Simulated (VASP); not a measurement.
Band structure of CsCl (space group Pm-3m). Computed with PBE GGA, VASP's PBE PAW potentials (set 64) (plane waves; VASP).

Unless said otherwise, spin-orbit coupling is left out, though it shifts the bands of the heavy elements here.

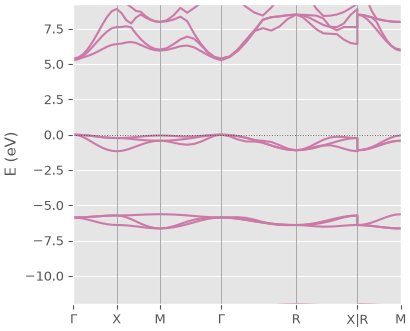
Figure. Bands along high-symmetry lines, zero at the valence-band maximum or, without a gap, the Fermi level

**Question.** Read the plot: is there a gap, and where are the band edges?

**Answer.** The gap is direct, 5.27 eV, from the valence maximum at Γ to the conduction minimum at Γ.

The structure is a typed CsCl crystal (Pm-3m). The cell was not relaxed at this level.
